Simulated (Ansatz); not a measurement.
# C₂H₁₀Al₂O₂: basis-set convergence

Aim: see how fast density functionals converge with the basis set for C₂H₁₀Al₂O₂.

Computed with Ansatz 0.2.0, Gaussian basis. Level: one geometry, several basis sets.

The runs, in order: PBE0-D4/def2-SVP; ωB97M-V/def2-SVP; PBE0-D4/def2-QZVPP; ωB97M-V/def2-QZVPP; the functionals' def2-TZVPP values are taken from earlier runs.

## (1) The relaxed structure

All runs share one geometry, relaxed beforehand with PBE0-D4 in a triple-zeta def2 set.

16 atoms, charge 0, spin multiplicity 1.

Atoms are counted from 1 here; the program's logs count them from 0.

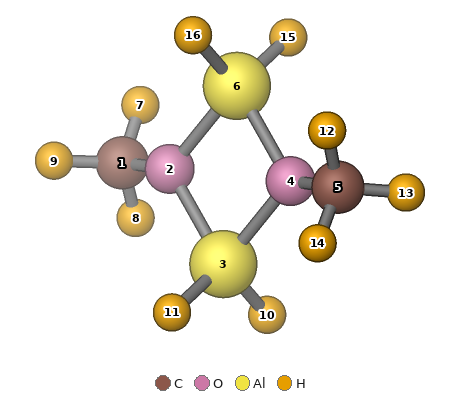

The structure; carbon brown, oxygen pink, aluminium yellow, hydrogen amber; atoms are numbered from 1 in the order of the file.

## (2) PBE0-D4 in def2-SVP

Contents of in.yaml:

```yaml
crystal:
  periodic: [false, false, false]
  atoms:
    - {symbol: C, position_ang: [-0.290126, -1.026818, 2.348111]}
    - {symbol: O, position_ang: [0.028675, -0.328169, 1.156961]}
    - {symbol: Al, position_ang: [0.983770, -0.951117, -0.293889]}
    - {symbol: O, position_ang: [-0.028699, 0.327900, -1.156834]}
    - {symbol: C, position_ang: [0.290308, 1.026425, -2.348041]}
    - {symbol: Al, position_ang: [-0.983681, 0.950935, 0.294092]}
    - {symbol: H, position_ang: [-1.337127, -0.858527, 2.611016]}
    - {symbol: H, position_ang: [-0.138948, -2.099413, 2.204289]}
    - {symbol: H, position_ang: [0.346540, -0.678779, 3.164200]}
    - {symbol: H, position_ang: [0.552960, -2.453707, -0.575537]}
    - {symbol: H, position_ang: [2.507491, -0.505042, -0.338160]}
    - {symbol: H, position_ang: [0.091722, 2.093149, -2.220445]}
    - {symbol: H, position_ang: [-0.311764, 0.644256, -3.174935]}
    - {symbol: H, position_ang: [1.349446, 0.898934, -2.583963]}
    - {symbol: H, position_ang: [-2.507838, 0.506437, 0.337913]}
    - {symbol: H, position_ang: [-0.552739, 2.453525, 0.575230]}
basis:
  gaussian: {orbitals: def2-SVP}
hamiltonian: {xc: pbe0, dispersion: d4}
output: {orbitals: {seedname: orbitals}}
```

The run is started by

```
ansatz run in.yaml --threads 4 --pin off --events-out ev --progress --plain --max-ram 11315MiB
```

What it wrote:

```text
Functional definition: PBE0
  name "PBE0"
  cite "Adamo & Barone, J. Chem. Phys. 110, 6158 (1999) doi:10.1063/1.478522"
  cite "Perdew, Burke & Ernzerhof, Phys. Rev. Lett. 77, 3865 (1996) doi:10.1103/PhysRevLett.77.3865"
  parent pbe
  parameter a = 0.25
  parameter kappa = 0.804
  parameter beta = 0.06672455060314922
  exchange = (1 - a)*pbe_x(kappa = kappa, mu = beta*pi^2/3) + a*exact_x
  correlation = pbe_c(beta = beta)
1634 factors; their error is unknown
mean field evaluation 1: about -19500.0617 eV, gradient 5.5e1 eV
mean field evaluation 2: about -19495.7925 eV, gradient 7.4e1 eV
mean field evaluation 4: about -19506.0569 eV, gradient 2.7e0 eV
mean field evaluation 8: about -19506.0709 eV, gradient 2.3e-2 eV
mean field evaluation 16: about -19506.2660 eV, gradient 1.3e-5 eV
mean field -19506.26601932 eV, -716.8420543879 hartree, gradient 1.3e-5 eV, S^2 0.000000; 0 other end points of the search recorded, 0 dependent functions left out
reference -19506.26605776 eV, -716.8420558008 hartree; 32, 32 occupied and 110, 110 virtual orbitals, 1634 factors
Total energy: -19506.58483799 eV, -716.8537707581 hartree
```

Wall time 2.1 s (4 threads of Arm Neoverse V2, shared host).

## (3) ωB97M-V in def2-SVP

Edit in.yaml of step 2 so:

```diff
@@ -21,3 +21,3 @@
   gaussian: {orbitals: def2-SVP}
-hamiltonian: {xc: pbe0, dispersion: d4}
+hamiltonian: {xc: {name: wB97M-V}}
 output: {orbitals: {seedname: orbitals}}
```

Launched as before.

What it wrote, shortened:

```text
Functional definition: wB97M-V
  name "wB97M-V"
  cite "Mardirossian & Head-Gordon, J. Chem. Phys. 144, 214110 (2016) doi:10.1063/1.4952647"
  cite "Becke, J. Chem. Phys. 107, 8554 (1997) doi:10.1063/1.475007"
  cite "Vydrov & Van Voorhis, J. Chem. Phys. 133, 244103 (2010) doi:10.1063/1.3521275"
  # Of w^i u^j: cxij and so on, Table III.
[...]
  gx(w, u) = 1 - cx + cx01*u + cx10*w
  gss(w, u) = css00 + css04*u^4 + css10*w + css20*w^2 + css43*w^4*u^3
  gos(w, u) = cos00 + cos10*w + (cos20 + cos21*u)*w^2 + (cos60 + cos61*u)*w^6
[...]
      + integral(e_c_pw_mod_opposite_spin*gos(b97_w_opposite, b97_u_opposite)) + vv10(b, c)
1596 factors; their error is unknown
429 factors; integrals over basis functions are off by at most 8.5e-6 eV
[...]
mean field -19515.93612098 eV, -717.1974240693 hartree, gradient 1.9e-5 eV, S^2 0.000000; 0 other end points of the search recorded, 0 dependent functions left out
reference -19515.93618266 eV, -717.1974263361 hartree; 32, 32 occupied and 110, 110 virtual orbitals, 1596 factors
Total energy: -19515.93618266 eV, -717.1974263361 hartree
```

It took 8.5 s on 4 threads of Arm Neoverse V2, shared host.

## (4) PBE0-D4 in def2-QZVPP

Edit in.yaml of step 3 so:

```diff
@@ -20,4 +20,4 @@
 basis:
-  gaussian: {orbitals: def2-SVP}
-hamiltonian: {xc: {name: wB97M-V}}
+  gaussian: {orbitals: "def2-QZVPP.json"}
+hamiltonian: {xc: pbe0, dispersion: d4}
 output: {orbitals: {seedname: orbitals}}
```

Launched as before.

What it wrote:

```text
Functional definition: PBE0
  name "PBE0"
  cite "Adamo & Barone, J. Chem. Phys. 110, 6158 (1999) doi:10.1063/1.478522"
  cite "Perdew, Burke & Ernzerhof, Phys. Rev. Lett. 77, 3865 (1996) doi:10.1103/PhysRevLett.77.3865"
  parent pbe
  parameter a = 0.25
  parameter kappa = 0.804
  parameter beta = 0.06672455060314922
  exchange = (1 - a)*pbe_x(kappa = kappa, mu = beta*pi^2/3) + a*exact_x
  correlation = pbe_c(beta = beta)
2152 factors; their error is unknown
mean field evaluation 1: about -19509.3916 eV, gradient 7.2e1 eV
mean field evaluation 2: about -19499.5154 eV, gradient 1.0e2 eV
mean field evaluation 4: about -19518.9022 eV, gradient 4.7e0 eV
mean field evaluation 8: about -19518.9508 eV, gradient 3.5e-2 eV
mean field -19518.95080661 eV, -717.3082117228 hartree, gradient 2.4e-5 eV, S^2 0.000000; 0 other end points of the search recorded, 0 dependent functions left out
reference -19518.95086383 eV, -717.3082138258 hartree; 32, 32 occupied and 636, 636 virtual orbitals, 2152 factors
Total energy: -19519.26964406 eV, -717.3199287830 hartree
```

Wall time 21 s (4 threads of Arm Neoverse V2, shared host); peak memory 3.2 GiB.

## (5) ωB97M-V in def2-QZVPP

Edit in.yaml of step 4 so:

```diff
@@ -21,3 +21,3 @@
   gaussian: {orbitals: "def2-QZVPP.json"}
-hamiltonian: {xc: pbe0, dispersion: d4}
+hamiltonian: {xc: {name: wB97M-V}}
 output: {orbitals: {seedname: orbitals}}
```

The command is unchanged.

What it wrote, shortened:

```text
Functional definition: wB97M-V
  name "wB97M-V"
  cite "Mardirossian & Head-Gordon, J. Chem. Phys. 144, 214110 (2016) doi:10.1063/1.4952647"
  cite "Becke, J. Chem. Phys. 107, 8554 (1997) doi:10.1063/1.475007"
  cite "Vydrov & Van Voorhis, J. Chem. Phys. 133, 244103 (2010) doi:10.1063/1.3521275"
  # Of w^i u^j: cxij and so on, Table III.
[...]
  gx(w, u) = 1 - cx + cx01*u + cx10*w
  gss(w, u) = css00 + css04*u^4 + css10*w + css20*w^2 + css43*w^4*u^3
  gos(w, u) = cos00 + cos10*w + (cos20 + cos21*u)*w^2 + (cos60 + cos61*u)*w^6
[...]
      + integral(e_c_pw_mod_opposite_spin*gos(b97_w_opposite, b97_u_opposite)) + vv10(b, c)
2066 factors; their error is unknown
596 factors; integrals over basis functions are off by at most 9.0e-6 eV
[...]
mean field -19528.84931188 eV, -717.6719750821 hartree, gradient 2.0e-5 eV, S^2 0.000000; 0 other end points of the search recorded, 0 dependent functions left out
reference -19528.84940481 eV, -717.6719784973 hartree; 32, 32 occupied and 636, 636 virtual orbitals, 2066 factors
Total energy: -19528.84940481 eV, -717.6719784973 hartree
```

Wall time 45 s (4 threads of Arm Neoverse V2, shared host); peak memory 4 GiB.

## (6) Functionals by basis

The def2-TZVPP values come from earlier runs at the same geometry.

| functional | basis | functions | energy (eV) | from the largest (eV) | HOMO (eV) | LUMO (eV) |
| --- | --- | --- | --- | --- | --- | --- |
| PBE0-D4 | def2-SVP | 142 | -19506.5848 | 12.685 | -7.58 | -0.11 |
| PBE0-D4 | def2-TZVPP | 348 | -19518.4592 | 0.810 | -7.65 | -0.40 |
| PBE0-D4 | def2-QZVPP | 668 | -19519.2696 | 0.000 | -7.66 | -0.52 |
| ωB97M-V | def2-SVP | 142 | -19515.9362 | 12.913 | -9.77 | 1.54 |
| ωB97M-V | def2-TZVPP | 348 | -19528.0699 | 0.780 | -9.88 | 1.10 |
| ωB97M-V | def2-QZVPP | 668 | -19528.8494 | 0.000 | -9.89 | 0.71 |

## (7) Results

| quantity | value |
| --- | --- |
| PBE0-D4: double and triple zeta above quadruple | 12.68, 0.81 eV |
| ωB97M-V: double and triple zeta above quadruple | 12.91, 0.78 eV |

**Reading.** PBE0-D4 gains 11.87 eV from double to triple zeta, then 0.81 eV more. Total energies overstate the basis error of differences, where much of it tends to cancel. The LUMO of ωB97M-V is positive and keeps falling with the basis (1.54 to 0.71 eV): an unbound level that the basis holds in place.

For PBE0-D4 the largest set took about 10 times as long as the smallest (21 s against 2.1 s).
